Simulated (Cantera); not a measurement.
Charge: 1 mol SiF4, 0.33 mol O3, 84 mol H2, 3.5 mol O2, held at 5.40 Torr.

These are equilibrium values from Cantera (NASA tables, ideal gas, pure condensed phases), not measurements of a reactor. Candidate condensed phases: H2O, Si, SiO2; 38 gas species. The tables hold silica as quartz up to 1696 K and as liquid above; real silica turns to tridymite and cristobalite and melts near 1996 K. Rates play no part.

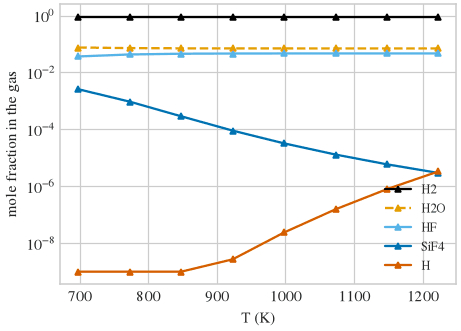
Fig. 1. Equilibrium gas composition (values under 1e-9 drawn at 1e-9)

Read off the mole fractions at 1148 K.

H2 about 0.88, H2O about 0.070, HF about 0.046, SiF4 about 5.9e-6, H about 7.9e-7.
